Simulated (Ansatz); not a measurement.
**Molecular dynamics, with input and output: AlBH4SO2 (part 2 of 2)**

AlBH4SO2; RKS PBE-d3bjatm/6-31G* (Ansatz 0.2.0). The geometry comes from this level: PBE0-D4/def2-TZVP.

Geometry of the input (Å):
```
O  -0.1333  0.0386  0.8637
B  0.1069  0.9005  -0.2434
O  0.1940  2.2175  0.0417
S  0.2364  -0.0261  -1.7588
Al -0.1040  -1.6335  -0.1628
H  -0.1908  0.3943  1.7549
H  0.3607  2.7631  -0.7303
H  1.1756  -2.4415  0.3060
H  -1.5572  -2.2591  -0.0881
```

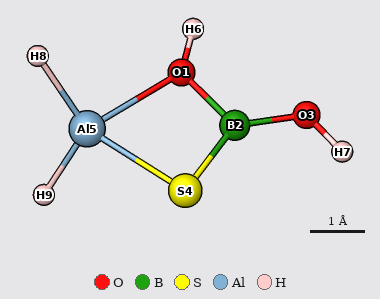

The geometry at step 29 of the log (ball-and-stick view, seen at a tilt; atoms are numbered from 1 in the order of the input).

**Trajectory as extended XYZ, continued**
```
9
Properties=species:S:1:pos:R:3:forces:R:3 step=7 time_fs=7.0 energy=-22257.24786 temperature=889.1
O    -0.0827    0.0079    0.8564   -0.4714   1.1467   2.1476
B     0.1282    0.9596   -0.1720    0.1903  -0.7843  -1.0313
O     0.2382    2.3030    0.0731   -0.2722  -1.2113   0.7353
S     0.2262   -0.0126   -1.7580    0.0811   0.6850   0.4247
Al   -0.1257   -1.6572   -0.2232   -0.1086  -0.6785   0.2460
H    -0.2338    0.3554    1.7990    0.2280  -0.6194  -1.2402
H     0.1656    2.6452   -0.8166    0.1385   1.0794  -1.0025
H     0.9507   -2.4821    0.6234    0.3772   0.0572  -0.1891
H    -1.4875   -2.5086   -0.3193   -0.1627   0.3253  -0.0906
9
Properties=species:S:1:pos:R:3:forces:R:3 step=10 time_fs=10.0 energy=-22256.91390 temperature=539.6
O    -0.0659    0.0043    0.8670    0.1522   0.2771  -1.5029
B     0.1377    0.9904   -0.1539    0.2024  -1.6022  -0.9822
O     0.2588    2.3329    0.0798   -0.5068  -0.8467  -0.6184
S     0.2191   -0.0062   -1.7579    0.1103   0.9436   0.6390
Al   -0.1381   -1.6686   -0.2548    0.4357  -1.5913   1.0665
H    -0.2449    0.3058    1.7385   -0.3686   0.5228   2.1461
H     0.1152    2.6214   -0.8527    0.3024   0.7802   0.2677
H     1.0052   -2.5810    0.7706   -0.7296   0.8678  -1.0848
H    -1.5180   -2.5786   -0.4684    0.4020   0.6486   0.0690
9
Properties=species:S:1:pos:R:3:forces:R:3 step=12 time_fs=12.0 energy=-22256.77800 temperature=444.8
O    -0.0549   -0.0003    0.8693   -0.2062   1.0166   0.1531
B     0.1438    1.0087   -0.1447    0.1429  -1.9939  -1.0764
O     0.2675    2.3462    0.0854   -0.7848  -0.0866  -1.9170
S     0.2168   -0.0031   -1.7575    0.1362   1.0545   0.7415
Al   -0.1418   -1.6779   -0.2723    0.3848  -1.6579   1.1565
H    -0.2621    0.2887    1.7794    0.0323  -0.0536   0.2533
H     0.0903    2.6732   -0.8733    0.5793   0.0451   1.7516
H     0.9990   -2.6086    0.8168   -0.8620   0.9530  -1.2355
H    -1.5286   -2.5980   -0.5587    0.5774   0.7228   0.1730
9
Properties=species:S:1:pos:R:3:forces:R:3 step=14 time_fs=14.0 energy=-22256.81776 temperature=419.8
O    -0.0463   -0.0003    0.8721   -0.5699   1.3924   1.6019
B     0.1496    1.0196   -0.1436    0.0695  -2.0510  -0.9387
O     0.2720    2.3575    0.0865   -0.7124  -0.1865  -1.3199
S     0.2163   -0.0008   -1.7566    0.1682   1.1057   0.8016
Al   -0.1467   -1.6906   -0.2866    0.2319  -1.3940   1.0550
H    -0.2662    0.2605    1.8370    0.4441  -0.3720  -1.5387
H     0.0871    2.7266   -0.8377    0.5099  -0.0038   1.2477
H     0.9390   -2.6016    0.8124   -0.7240   0.8385  -1.1591
H    -1.5304   -2.5883   -0.6491    0.5826   0.6708   0.2502
9
Properties=species:S:1:pos:R:3:forces:R:3 step=17 time_fs=17.0 energy=-22256.97966 temperature=655.4
O    -0.0395    0.0029    0.8851   -0.2411   0.8316  -0.1073
B     0.1556    1.0202   -0.1501    0.0270  -1.3686  -0.6133
O     0.2750    2.3762    0.0827   -0.0564  -2.5743   2.3690
S     0.2145   -0.0026   -1.7530    0.2167   1.1481   0.8340
Al   -0.1571   -1.7149   -0.3033   -0.4376  -0.4681   0.2685
H    -0.2268    0.1903    1.8343    0.1493   0.2411  -0.2818
H     0.1308    2.7971   -0.7326   -0.1728   1.4852  -2.4005
H     0.7947   -2.5550    0.7232    0.0650   0.1897  -0.3989
H    -1.5223   -2.5567   -0.7804    0.4497   0.5152   0.3303
9
Properties=species:S:1:pos:R:3:forces:R:3 step=19 time_fs=19.0 energy=-22256.94346 temperature=628.4
O    -0.0346    0.0046    0.8944    0.0822   0.4630  -2.0198
B     0.1576    1.0203   -0.1569    0.0036  -1.0258  -0.5589
O     0.2770    2.3816    0.0835   -0.3922  -1.4829   0.3705
S     0.2124   -0.0029   -1.7483    0.2460   1.1261   0.7760
Al   -0.1661   -1.7315   -0.3152   -1.3453   0.7295  -0.8835
H    -0.1936    0.1628    1.8173   -0.1579   0.6447   1.4117
H     0.1558    2.8978   -0.7331    0.1696  -0.0490  -0.2010
H     0.6866   -2.5394    0.6219    1.1707  -0.7662   0.7908
H    -1.5088   -2.5257   -0.8529    0.2235   0.3605   0.3141
9
Properties=species:S:1:pos:R:3:forces:R:3 step=21 time_fs=21.0 energy=-22256.75945 temperature=504.9
O    -0.0312    0.0052    0.8996   -0.0605   0.4868  -1.3212
B     0.1569    1.0125   -0.1680    0.0413  -0.4241  -0.3934
O     0.2782    2.3830    0.0824   -0.5873  -0.3308  -1.2334
S     0.2117   -0.0001   -1.7416    0.2805   1.0334   0.5921
Al   -0.1762   -1.7439   -0.3287   -1.6745   1.6585  -1.5068
H    -0.1673    0.1690    1.8416   -0.0130   0.5371   0.5539
H     0.1754    2.9954   -0.7405    0.3447  -1.6726   1.5421
H     0.6329   -2.5674    0.5432    1.8052  -1.4107   1.5104
H    -1.4832   -2.4736   -0.9328   -0.1364   0.1223   0.2564
9
Properties=species:S:1:pos:R:3:forces:R:3 step=24 time_fs=24.0 energy=-22256.92688 temperature=496.4
O    -0.0316    0.0096    0.8994   -0.2575   0.6794   0.3199
B     0.1588    1.0000   -0.1929    0.1016   0.2928   0.2829
O     0.2812    2.3783    0.0735   -0.3598  -2.0593   0.7357
S     0.2133    0.0051   -1.7308    0.3530   0.8308   0.1036
Al   -0.1909   -1.7573   -0.3489   -0.2275   0.9653  -0.2774
H    -0.1283    0.2072    1.8841    0.1746   0.1640  -1.3124
H     0.2353    3.0141   -0.6569    0.0774  -0.3231  -0.4812
H     0.6670   -2.6913    0.5269    0.7078  -0.3607   0.4616
H    -1.4486   -2.3981   -1.0450   -0.5696  -0.1893   0.1675
9
Properties=species:S:1:pos:R:3:forces:R:3 step=26 time_fs=26.0 energy=-22256.83516 temperature=430.6
O    -0.0353    0.0140    0.9035   -0.1393   0.3946  -0.9023
B     0.1619    0.9924   -0.2069    0.1051   0.5624   0.8039
O     0.2814    2.3709    0.0698   -0.3741  -4.2512   3.0013
S     0.2131    0.0090   -1.7236    0.4003   0.6654  -0.2534
Al   -0.1993   -1.7633   -0.3606    0.6640   0.1053   0.5698
H    -0.0920    0.2181    1.8618    0.0530   0.3628  -0.2266
H     0.2855    2.9903   -0.6060    0.0857   1.8080  -2.8268
H     0.7260   -2.8037    0.5525   -0.2120   0.6048  -0.3792
H    -1.4481   -2.3643   -1.1024   -0.5828  -0.2521   0.2132
9
Properties=species:S:1:pos:R:3:forces:R:3 step=29 time_fs=29.0 energy=-22256.77986 temperature=350.9
O    -0.0424    0.0167    0.9055   -0.1051   0.2453  -1.2967
B     0.1718    0.9858   -0.2202   -0.0149   0.3157   1.3736
O     0.2770    2.3452    0.0785   -0.1105  -0.4860  -0.5560
S     0.2126    0.0153   -1.7098    0.4744   0.3840  -0.8511
Al   -0.2063   -1.7698   -0.3736    0.7679  -0.5796   0.7319
H    -0.0486    0.2478    1.8514    0.0233   0.3626   0.1265
H     0.3712    3.0036   -0.6757   -0.0932  -1.3175   0.7373
H     0.7983   -2.9235    0.5463   -0.7866   1.2065  -0.7917
H    -1.4794   -2.3370   -1.1864   -0.1552  -0.1311   0.5263
9
Properties=species:S:1:pos:R:3:forces:R:3 step=31 time_fs=31.0 energy=-22256.70926 temperature=356.3
O    -0.0505    0.0170    0.9047   -0.0611   0.4530  -0.2759
B     0.1775    0.9815   -0.2227   -0.1153  -0.0816   1.6629
O     0.2785    2.3242    0.0827    0.1819   0.6625  -1.4437
S     0.2123    0.0191   -1.6997    0.5073   0.1979  -1.2251
Al   -0.2083   -1.7740   -0.3803    0.3791  -0.7870   0.5000
H    -0.0264    0.2745    1.8675   -0.0099   0.0443  -0.8470
H     0.4207    2.9666   -0.7170   -0.3074  -1.7894   1.6248
H     0.8143   -2.9572    0.5059   -0.8517   1.2772  -0.7803
H    -1.5315   -2.3291   -1.2191    0.2772   0.0230   0.7844
9
Properties=species:S:1:pos:R:3:forces:R:3 step=33 time_fs=33.0 energy=-22256.86845 temperature=567.3
O    -0.0603    0.0160    0.9045    0.0107   0.5556  -0.2760
B     0.1801    0.9741   -0.2215   -0.2367  -0.4942   1.9746
O     0.2806    2.3034    0.0826    0.0042  -0.1801   0.0645
S     0.2111    0.0267   -1.6882    0.5334  -0.0442  -1.6626
Al   -0.2085   -1.7784   -0.3863   -0.1903  -0.6978   0.1220
H    -0.0057    0.3196    1.8501   -0.0642  -0.0987  -0.6901
H     0.4553    2.8719   -0.6958   -0.0362  -0.2574   0.0710
H     0.7901   -2.9422    0.4279   -0.6447   1.0691  -0.5553
H    -1.5894   -2.3215   -1.2305    0.6238   0.1477   0.9519
9
Properties=species:S:1:pos:R:3:forces:R:3 step=36 time_fs=36.0 energy=-22256.92195 temperature=672.3
O    -0.0754    0.0147    0.9090    0.0544   0.5431  -0.4826
B     0.1810    0.9568   -0.2034   -0.4242  -1.3659   1.7553
O     0.2827    2.2663    0.0872   -0.3478  -0.4141   1.8572
S     0.2106    0.0387   -1.6770    0.5579  -0.2868  -1.9292
Al   -0.2108   -1.7854   -0.3927   -1.4044   0.5102  -0.8793
H     0.0346    0.3983    1.8066   -0.1172  -0.2049  -0.0007
H     0.5391    2.7392   -0.6814    0.5059   1.2148  -1.6539
H     0.7131   -2.8576    0.2621    0.4493  -0.1422   0.3487
H    -1.6393   -2.2813   -1.2134    0.7262   0.1458   0.9844
9
Properties=species:S:1:pos:R:3:forces:R:3 step=38 time_fs=38.0 energy=-22256.82826 temperature=592.5
O    -0.0849    0.0153    0.9137    0.1265   0.5963  -0.0030
B     0.1847    0.9392   -0.1851   -0.5148  -1.5830   1.1980
O     0.2826    2.2426    0.0983    0.8676   1.8482  -1.0144
S     0.2101    0.0468   -1.6759    0.5674  -0.3828  -1.8823
Al   -0.2158   -1.7885   -0.4009   -2.0978   1.8304  -1.4736
H     0.0740    0.4507    1.7854   -0.2065  -0.4574  -0.0363
H     0.6141    2.7053   -0.7425   -0.6060  -0.5069   1.3543
H     0.6638   -2.8122    0.1597    1.5571  -1.3554   1.0841
H    -1.6164   -2.2483   -1.1739    0.3067   0.0108   0.7732
9
Properties=species:S:1:pos:R:3:forces:R:3 step=40 time_fs=40.0 energy=-22256.80430 temperature=547.8
O    -0.0933    0.0197    0.9194    0.0914   0.3082   0.3152
B     0.1842    0.9197   -0.1596   -0.5208  -1.5239   0.2956
O     0.2861    2.2229    0.1080    1.2982   2.3218  -1.5374
S     0.2089    0.0539   -1.6795    0.5460  -0.3781  -1.5777
Al   -0.2233   -1.7916   -0.4116   -1.3577   2.0305  -1.1611
H     0.1166    0.4858    1.7604   -0.2377  -0.5096   0.2539
H     0.6675    2.6549   -0.7543   -0.9530  -0.6852   1.9539
H     0.6754   -2.8213    0.1090    1.5836  -1.3401   1.0539
H    -1.5831   -2.2161   -1.1094   -0.4501  -0.2236   0.4038
9
Properties=species:S:1:pos:R:3:forces:R:3 step=43 time_fs=43.0 energy=-22256.89402 temperature=750.5
O    -0.1042    0.0238    0.9273   -0.3223  -1.0113   0.8555
B     0.1813    0.8792   -0.1077   -0.3347  -0.3422  -1.6373
O     0.2967    2.1989    0.1201   -0.1934   0.1909   1.8234
S     0.2068    0.0589   -1.6891    0.4832  -0.2540  -0.8344
Al   -0.2346   -1.7927   -0.4317    1.4613   0.6599   0.1133
H     0.1536    0.4863    1.7356   -0.0804  -0.1694   1.1387
H     0.6799    2.5382   -0.6704    0.6452   1.1936  -1.5116
H     0.7929   -2.9070    0.1163    0.0275   0.3399   0.1614
H    -1.5551   -2.1893   -1.0095   -1.6864  -0.6072  -0.1090
9
Properties=species:S:1:pos:R:3:forces:R:3 step=45 time_fs=45.0 energy=-22256.78185 temperature=648.3
O    -0.1136    0.0253    0.9331   -0.3668  -1.6857   2.6846
B     0.1757    0.8484   -0.0773    0.0017   1.2034  -2.8178
O     0.3040    2.1857    0.1308   -0.3498  -0.4460   2.0059
S     0.2058    0.0612   -1.6961    0.3862  -0.2839  -0.4302
Al   -0.2403   -1.7930   -0.4467    2.1346  -0.0910   0.3705
H     0.1816    0.4573    1.7686   -0.3376  -0.4869   0.2814
H     0.6933    2.4781   -0.6692    0.8189   1.3256  -1.8289
H     0.8987   -2.9549    0.1351   -0.7558   1.0385  -0.2479
H    -1.5911   -2.2046   -0.9562   -1.5313  -0.5740  -0.0176
9
Properties=species:S:1:pos:R:3:forces:R:3 step=48 time_fs=48.0 energy=-22256.78234 temperature=667.4
O    -0.1283    0.0120    0.9555   -0.3170  -2.1424   3.2511
B     0.1599    0.8133   -0.0604    0.3341   2.5323  -2.7690
O     0.3148    2.1710    0.1525    1.4335   0.0910  -2.0022
S     0.2050    0.0701   -1.7103    0.2012  -0.5100  -0.1004
Al   -0.2371   -1.7983   -0.4679    0.7712  -0.6610   0.1373
H     0.2188    0.3682    1.8223   -0.5179  -0.4686  -0.4946
H     0.7598    2.4338   -0.7485   -1.0537   0.0230   2.0187
H     0.9835   -2.9459    0.1465   -1.0830   1.1836  -0.4677
H    -1.7477   -2.2410   -0.8659    0.2316  -0.0479   0.4267
9
Properties=species:S:1:pos:R:3:forces:R:3 step=50 time_fs=50.0 energy=-22256.92424 temperature=756.0
O    -0.1359   -0.0015    0.9793   -0.5487  -2.1742   1.3958
B     0.1521    0.7973   -0.0662    0.3052   2.5216  -1.5447
O     0.3253    2.1625    0.1628    0.9720  -0.5998  -1.2921
S     0.2070    0.0783   -1.7211    0.0829  -0.6724  -0.0024
Al   -0.2327   -1.8052   -0.4828   -0.1107  -0.6032   0.1525
H     0.2287    0.2835    1.8389   -0.1331   0.0262   0.1593
H     0.7718    2.4206   -0.7048   -0.6529   0.3233   1.1486
H     0.9938   -2.8899    0.1355   -0.9816   0.9802  -0.4677
H    -1.8467   -2.2710   -0.7957    1.0669   0.1984   0.4507
```
